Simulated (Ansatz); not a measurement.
Process, species as SMILES: P (PH3) + H+ → [PH4+]
B3LYP-D3(BJ)/def2-TZVP geometries, fixed; electronic energies without zero-point terms; positive where energy is released.

Basis-set convergence of the proton affinity at PBE with Ansatz (an electronic-structure program). Cartesian d functions, on some or all atoms, in 6-311+G**; all else is spherical. The program fits the integrals of some runs and decomposes those of others, by size. No added dispersion term, no relativity. Functions are those of the species that has most. Reference: the value in pcseg-4, 190.59 kcal/mol, itself unsure by roughly 0.02 kcal/mol (its mean distance from aug-pcseg-3, aug-cc-pV(Q+d)Z, cc-pV(5+d)Z). Deviations are taken from unrounded values.

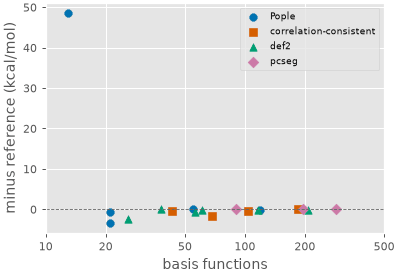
Figure: Deviation from the reference against the number of basis functions, by family of sets.

| basis | functions | proton affinity (kcal/mol) | minus reference (kcal/mol) |
|---|---|---|---|
| STO-3G | 13 | 239.07 | 48.48 |
| 3-21G | 21 | 187.32 | -3.27 |
| 6-31G | 21 | 190.00 | -0.59 |
| def2-SV(P) | 26 | 188.20 | -2.39 |
| def2-SVP | 38 | 190.66 | 0.07 |
| cc-pV(D+d)Z | 43 | 190.22 | -0.37 |
| 6-311+G** | 55 | 190.57 | -0.01 |
| def2-SVPD | 56 | 190.02 | -0.57 |
| def2-TZVP | 61 | 190.46 | -0.13 |
| aug-cc-pV(D+d)Z | 68 | 188.96 | -1.63 |
| pcseg-2 | 90 | 190.61 | 0.02 |
| jun-cc-pV(T+d)Z | 104 | 190.25 | -0.34 |
| def2-TZVPPD | 116 | 190.35 | -0.24 |
| 6-311++G(3df,3pd) | 119 | 190.39 | -0.20 |
| cc-pV(Q+d)Z | 184 | 190.66 | 0.07 |
| pcseg-3 | 196 | 190.60 | 0.01 |
| def2-QZVPPD | 208 | 190.53 | -0.06 |
| aug-pcseg-3 | 285 | 190.58 | -0.01 |
